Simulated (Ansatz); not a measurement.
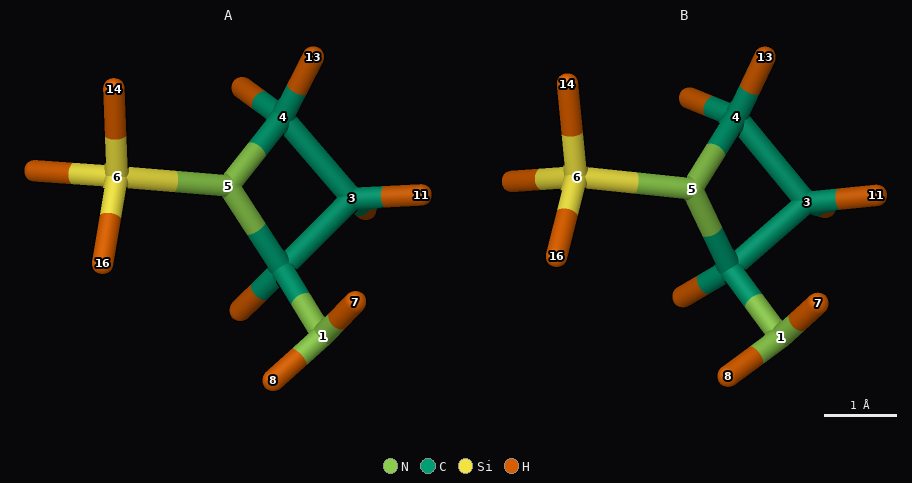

Two geometries of C3H10N2Si, drawn at one scale. One is the start of a relaxation, the other its converged end. The picture is a stick view, seen at a tilt.

These are results of Ansatz, RHF/def2-SVP, not measurements. Settings: no spin polarisation; force threshold 0.015 eV/Å; at most 40 steps.

Which of the two is the end point?

Structure A is the relaxed one. The run prepares an end point of a later path (inversion) calculation, from a guessed geometry. After 9 accepted moves (10 points after the start) the energy has fallen by 21.6 kcal/mol. Largest force component: 4.8 eV/Å at the start, 0.0037 eV/Å at the end. The line search rejected the trial step at point 4 of the run. The largest move after the best rigid fit is that of an H atom, 0.38 Å. By element the largest moves are H 0.38 Å, N 0.23 Å, C 0.12 Å, Si 0.06 Å. Some distances before and after: C–N 1.556 → 1.460 Å, H–N 1.053 → 1.004 Å, C–H 1.050 → 1.095 Å, C–H 1.125 → 1.090 Å. Bond angles that change, for instance: N–C–C 105.5° → 116.6°, N–C–H 117.2° → 107.3°, C–N–Si 122.3° → 131.0°.
